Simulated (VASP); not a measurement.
## A VASP study of CoO (r2SCAN): structure first, properties next

Aim: relax CoO, then compute properties on the relaxed cell. The steps: magnetic order: ferromagnetic, magnetic order: antiferromagnetic, q = (0, 0, 1/2), magnetic order: antiferromagnetic, q = (1/2, 1/2, 0), the orders side by side, full relaxation (r2SCAN), second relaxation, density, ELF and potential (r2SCAN), band structure (r2SCAN), density of states (r2SCAN), zone-centre phonons (r2SCAN) and independent-particle dielectric function (r2SCAN). The start is a cell from a database of measured crystal structures.

Method: r2SCAN, spin-polarised from a ferromagnetic start (one magnetic atom a cell); plane waves and PAW (Co, O), in the first sound run; inputs show where later runs differ, in VASP 6.6.1.

**1. The starting structure**

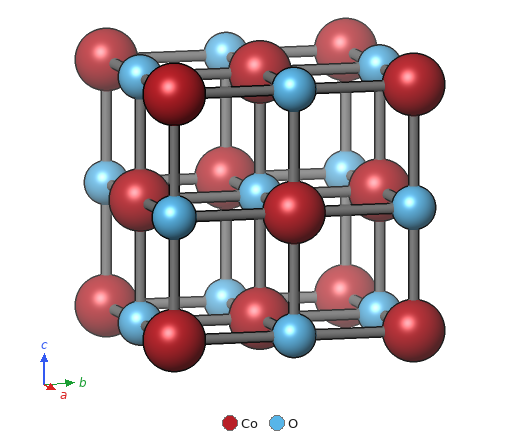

Start, viewed slightly off an axis; cobalt red, oxygen blue. This picture shows the conventional cell, with its axes. Some periodic images of atoms are drawn too.

**2. Magnetic order: ferromagnetic**

The properties of a magnet depend on its order, so a few collinear patterns are compared first on the cell as listed, beginning with all moments parallel. r2SCAN adds the kinetic-energy density, costs more than a GGA and is run with LASPH.

Contents of INCAR:

```
SYSTEM = CoO
PREC = Accurate
ENCUT = 520
EDIFF = 1E-06
NELM = 100
ISMEAR = 0
SIGMA = 0.05
LREAL = .FALSE.
ALGO = Normal
METAGGA = R2SCAN
LASPH = .TRUE.
NBANDS = 16
ISPIN = 2
MAGMOM = 2 0
LMAXMIX = 4
LORBIT = 11
LWAVE = .FALSE.
LCHARG = .FALSE.
KPAR = 4
ISIF = 2
```

Contents of POSCAR:

```
CoO
1.0
    0.0000000000      2.1315000000      2.1315000000
    2.1315000000      0.0000000000      2.1315000000
    2.1315000000      2.1315000000      0.0000000000
Co O
1 1
Direct
    0.0000000000      0.0000000000      0.0000000000
    0.5000000000      0.5000000000      0.5000000000
```

Contents of KPOINTS:

```
Automatic mesh
0
Gamma
9 9 9
0 0 0
```

The projector-augmented-wave data sets are Co and O (PBE family, release 64).

Run with:

```bash
> mpirun -np 4 vasp_std
```

Log:

```text
[banner, memory and clock lines left out]
running    4 mpi-ranks, on    1 nodes
 distrk:  each k-point on    1 cores,    4 groups
 distr:  one band on    1 cores,    1 groups

 POSCAR found type information on POSCAR CoO
 POSCAR found :  2 types and       2 ions
|                                                                             |
|               ----> ADVICE to this user running VASP <----                  |
|                                                                             |
|     You enforced a specific xc type in the INCAR file but a different       |
|     [... a line on the potential file left out ...]
|     I HOPE YOU KNOW WHAT YOU ARE DOING!                                     |
|                                                                             |

 LDA part: xc-table for (None), standard interpolation
 POSCAR, INCAR and KPOINTS ok, starting setup
 FFT: planning ... GRIDC
 FFT: planning ... GRID_SOFT
 FFT: planning ... GRID
 WAVECAR not read
 entering main loop
       N       E                     dE             d eps       ncg     rms          rms(c)
DAV:   1     0.644921246470E+02    0.64492E+02   -0.68240E+03  2256   0.110E+03
DAV:   2    -0.225776607058E+02   -0.87070E+02   -0.74959E+02  2440   0.238E+02
DAV:   3    -0.268392717405E+02   -0.42616E+01   -0.42055E+01  2824   0.577E+01
DAV:   4    -0.268881313790E+02   -0.48860E-01   -0.48848E-01  2832   0.586E+00
DAV:   5    -0.268894866891E+02   -0.13553E-02   -0.13553E-02  2968   0.938E-01    0.177E+01
DAV:   6    -0.219516015109E+02    0.49379E+01   -0.22957E+01  2608   0.837E+01    0.219E+01
DAV:   7    -0.210648082129E+02    0.88679E+00   -0.67761E+00  2776   0.535E+01    0.892E+00
DAV:   8    -0.210481311506E+02    0.16677E-01   -0.30284E-01  3128   0.687E+00    0.401E+00
DAV:   9    -0.210591269799E+02   -0.10996E-01   -0.17220E-01  3320   0.620E+00    0.113E+00
DAV:  10    -0.210505180819E+02    0.86089E-02   -0.23973E-02  2968   0.223E+00    0.678E-01
DAV:  11    -0.210492302912E+02    0.12878E-02   -0.14247E-02  3016   0.122E+00    0.222E-01
DAV:  12    -0.210487580301E+02    0.47226E-03   -0.94587E-04  2936   0.348E-01    0.630E-02
DAV:  13    -0.210487392558E+02    0.18774E-04   -0.20275E-04  2720   0.131E-01    0.258E-02
DAV:  14    -0.210487601779E+02   -0.20922E-04   -0.34467E-05  2800   0.583E-02    0.204E-02
DAV:  15    -0.210487584655E+02    0.17124E-05   -0.96416E-06  3144   0.338E-02    0.730E-03
DAV:  16    -0.210487584221E+02    0.43427E-07   -0.16181E-06  1816   0.217E-02
   1 F= -.21048758E+02 E0= -.21046389E+02  d E =-.473952E-02  mag=     3.0001
```

It took 27 s on 4 MPI ranks of Intel Xeon Platinum 8259CL at 2.50GHz (Skylake/Cascade Lake), shared host; peak memory 0.6 GiB; 1.7 min of CPU time.

Lines that name or quote the potential files are left out of all logs, and their timing lines are given in words.

Parts of OUTCAR (step 2):

```text
ion  position               nearest neighbor table
   1  0.000  0.000  0.000-   2 2.13   2 2.13   2 2.13   2 2.13   2 2.13   2 2.13
   2  0.500  0.500  0.500-   1 2.13   1 2.13   1 2.13   1 2.13   1 2.13   1 2.13

  LATTYP: Found a face centered cubic cell.
 ALAT       =     4.2630000000

 Subroutine GETGRP returns: Found 48 space group operations
 (whereof 48 operations were pure point group operations)

The static configuration has the point symmetry O_h .

 Found     35 irreducible k-points:

   k-points           NKPTS =     35   k-points in BZ     NKDIM =     35   number of bands    NBANDS=     16

   dimension x,y,z NGX =    24 NGY =   24 NGZ =   24
   dimension x,y,z NGXF=    48 NGYF=   48 NGZF=   48

   ENCUT  =  520.0 eV  38.22 Ry    6.18 a.u.   5.60  5.60  5.60*2*pi/ulx,y,z

   NELECT =      15.0000    total number of electrons

 k-points in reciprocal lattice and weights: Automatic mesh
   0.00000000  0.00000000  0.00000000       0.001
   0.11111111  0.00000000  0.00000000       0.011
   0.22222222  0.00000000  0.00000000       0.011
   0.33333333  0.00000000  0.00000000       0.011
   0.44444444  0.00000000  0.00000000       0.011
   0.11111111  0.11111111  0.00000000       0.008
   0.22222222  0.11111111  0.00000000       0.033
   0.33333333  0.11111111  0.00000000       0.033
   0.44444444  0.11111111  0.00000000       0.033
[...]
-0.33333333  0.44444444  0.11111111       0.033
  -0.33333333  0.44444444  0.22222222       0.033

 average (electrostatic) potential at core
       1 -86.0848       2 -71.5155

 E-fermi :   7.7448

 spin component 1
 k-point     1 :       0.0000    0.0000    0.0000
  band No.  band energies     occupation
    ...
      5       4.1207      1.00000
      6       4.1208      1.00000
      7       4.4684      1.00000
      8       4.4684      1.00000
      9       4.4684      1.00000
     10       9.1154      0.00000
     11      25.2709      0.00000
     12      26.3761      0.00000
     13      26.3762      0.00000
     14      26.3762      0.00000
    ...

 k-point     2 :       0.1111    0.0000    0.0000
  band No.  band energies     occupation
    ...
      5       4.1552      1.00000
      6       4.1553      1.00000
      7       4.6404      1.00000
      8       5.2289      1.00000
      9       5.2289      1.00000
     10       9.9338      0.00000
     11      23.0033      0.00000
     12      25.9640      0.00000
     13      25.9641      0.00000
     14      27.4764      0.00000
    ...

 k-point     3 :       0.2222    0.0000    0.0000
  band No.  band energies     occupation
    ...
      5       4.3499      1.00000
      6       4.3500      1.00000
      7       4.8591      1.00000
      8       6.1714      1.00000
      9       6.1715      1.00000
     10      11.4828      0.00000
     11      20.4000      0.00000
     12      24.4604      0.00000
     13      24.4605      0.00000
     14      27.8874      0.00000
    ...

 k-point     4 :       0.3333    0.0000    0.0000
  band No.  band energies     occupation
    ...
      5       4.5837      1.00000
      6       4.5837      1.00000
      7       5.1450      1.00000
      8       6.9253      1.00000
      9       6.9253      1.00000
     10      12.7621      0.00000
     11      18.5411      0.00000
     12      22.8756      0.00000
     13      22.8757      0.00000
     14      28.2677      0.00000
    ...

 k-point     5 :       0.4444    0.0000    0.0000
  band No.  band energies     occupation
    ...
      5       4.7418      1.00000
      6       4.7419      1.00000
      7       5.3770      1.00000
      8       7.3496      1.00000
      9       7.3497      1.00000
     10      13.2704      0.00000
     11      17.7840      0.00000
     12      21.9532      0.00000
     13      21.9533      0.00000
     14      28.7373      0.00000
    ...

 k-point     6 :       0.1111    0.1111    0.0000
  band No.  band energies     occupation
    ...
      5       3.7505      1.00000
      6       4.0290      1.00000
      7       4.9526      1.00000
      8       4.9526      1.00000
      9       5.1644      1.00000
     10      10.2502      0.00000
     11      23.1557      0.00000
     12      25.3427      0.00000
     13      25.3427      0.00000
     14      26.3223      0.00000
    ...

  Total       -0.9151922     -0.9151922     -0.9151922      0.0000000      0.0000000      0.0000000
  in kB      -75.7071440    -75.7071440    -75.7071440      0.0000000      0.0000000      0.0000000
  external PRESSURE =     -75.7071440 kB  Pullay stress =       0.0000000 kB

  energy-cutoff  :      520.00
  volume of cell :       19.37
      direct lattice vectors                 reciprocal lattice vectors
     0.000000000  2.131500000  2.131500000    -0.234576589  0.234576589  0.234576589
     2.131500000  0.000000000  2.131500000     0.234576589 -0.234576589  0.234576589
     2.131500000  2.131500000  0.000000000     0.234576589  0.234576589 -0.234576589

 POSITION                                       TOTAL-FORCE (eV/Angst)
 -----------------------------------------------------------------------------------
      0.00000      0.00000      0.00000         0.000000      0.000000      0.000000
      2.13150      2.13150      2.13150         0.000000      0.000000      0.000000
 -----------------------------------------------------------------------------------
    total drift:                                0.000000     -0.000000     -0.000000

  FREE ENERGIE OF THE ION-ELECTRON SYSTEM (eV)
  ---------------------------------------------------
  free  energy   TOTEN  =       -21.0487584221 eV

  energy  without entropy=      -21.0440189047  energy(sigma->0) =      -21.04638866

 total charge
# of ion       s       p       d       tot
------------------------------------------
    1        0.295   0.364   7.102   7.762
    2        1.556   3.474   0.000   5.030
--------------------------------------------------
tot          1.852   3.838   7.102  12.792

 magnetization (x)
# of ion       s       p       d       tot
------------------------------------------
    1        0.023   0.019   2.651   2.694
    2        0.028   0.259   0.000   0.288
--------------------------------------------------
tot          0.052   0.279   2.651   2.981

[... 6 further parts left out ...]
```

The k-mesh is coarse for a metal. The PAW data sets were made with PBE, which is usual practice but a small mismatch for other functionals. At this level the cell is under a tension of 7.6 GPa, so at these settings it is away from equilibrium. Oxides and halides of Co are often magnetic insulators, and a metal at this level, without U or exact exchange, may be an artefact.

This step gave:

- electronic steps: 16
- electrons: 15
- bands: 16
- irreducible k points: 35
- symmetry operations: 48
- free energy (TOTEN): -21.05 eV
- energy at zero smearing: -21.05 eV
- Fermi energy: 7.745 eV
- pressure: -7.571 GPa
- moment of the cell, from the last line of the log: 3.000 μB
- metallic: yes

Spin moment in the PAW sphere by atom:

```tsv
atom	spin moment in the PAW sphere (μB)
Co1	2.69
O2	0.29
```

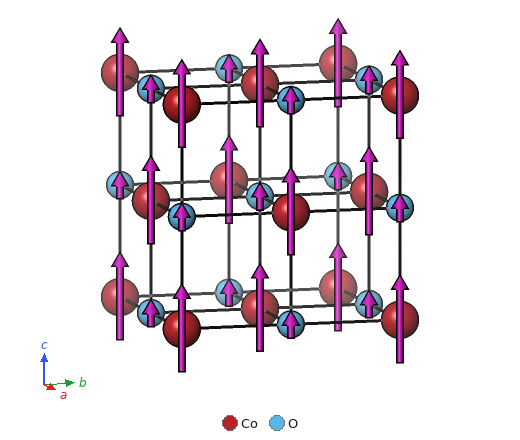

Spin moment in the PAW sphere as arrows, the longest 2.69 μB. Up and down stand for the sign. Arrows give size and sign along the axis of quantisation, drawn up and down the page. Each arrow also spans its atom, so small moments look longer than they are. Some periodic images of atoms are drawn too.

The run ends ferromagnetic with a largest moment of 2.69 μB, and the mesh shows no gap.

[end of part 1 of 7]

[Lines on the potential files, build, host, timing and source positions are cut from VASP's logs without a mark.]

[Logs are printed without paths, hosts, clocks, repeated set-up lines and the standing remarks that a program may print on its own settings, such as how far it seeks lower states.]

[Hosts, paths, dates, database ids (printed as entryN), source tags and the programs' standing remarks are cut or masked in the printed files.]

[A measured line is paired with the nearest computed mode of its activity, which favours agreement.]

[In band tables of VASP the shares of atoms and orbitals are scaled to a sum of 1 inside the atoms' spheres.]
